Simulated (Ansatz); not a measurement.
Breaking the N2–H5 bond in aminoborane (SMILES BN) (multiplicity 1 held, fragments rigid). Energies count from the point at 1.007 Å.
Geometry at that point (charge 0, multiplicity 1):
```xyz
6

B     -0.7760     0.0448    -0.0030
N      0.6093    -0.0352     0.0024
H     -1.4138    -0.9629    -0.0311
H     -1.2939     1.1191     0.0205
H      1.2097     0.7728     0.0253
H      1.1130    -0.9068    -0.0162
```

R- and RO- levels are restricted; in cc, def2 and unpolarised 6-31G sets they are followed outwards from rest. U- levels take the lowest unrestricted solution at each point, which mixes spins at long bonds. Active spaces are followed from a long bond inwards. Levels need not reach the same state.

Cores are frozen in the correlated methods.

Codes used: Ansatz (a quantum-chemistry and plane-wave program). 

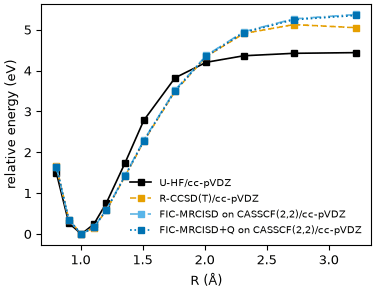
Figure: Relative energy along the coordinate

Question: Read off the U-HF/cc-pVDZ curve at R = 1.510.

Answer: about 2.8 eV

Doubts at one or more of the structures used: a spin-contaminated determinant (U-HF/cc-pVDZ); a restricted determinant that unrestricted orbitals would lower (R-CCSD(T)/cc-pVDZ); other coupled-cluster roots lie near (R-CCSD(T)/cc-pVDZ).
